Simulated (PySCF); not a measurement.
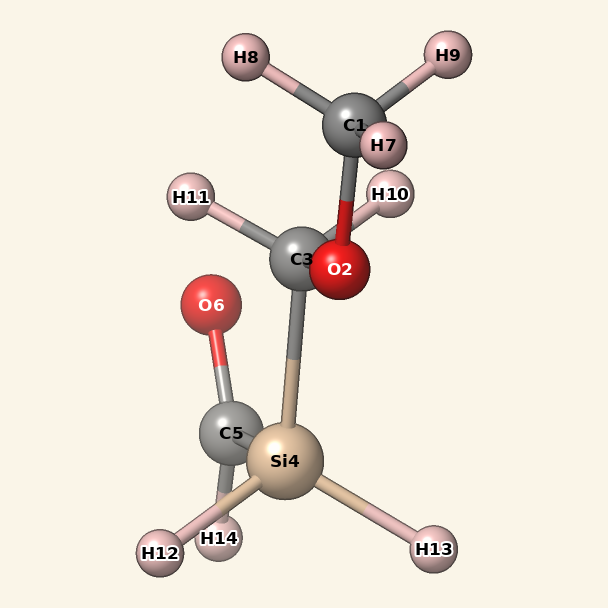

C3 lies behind O2. The molecule seen a little off the O2–C3 bond, O2 in front. Distant atoms are faded towards the background colour. The computed structure is the end point of a PBE0-D3(BJ)/def2-SVP optimisation. No frequency run is at hand to confirm it as a minimum.

Q: What is the torsion angle C1–O2–C3–Si4? The sign is positive where the front bond must turn clockwise to cover the back bond.

A: 180°, antiperiplanar (anti).
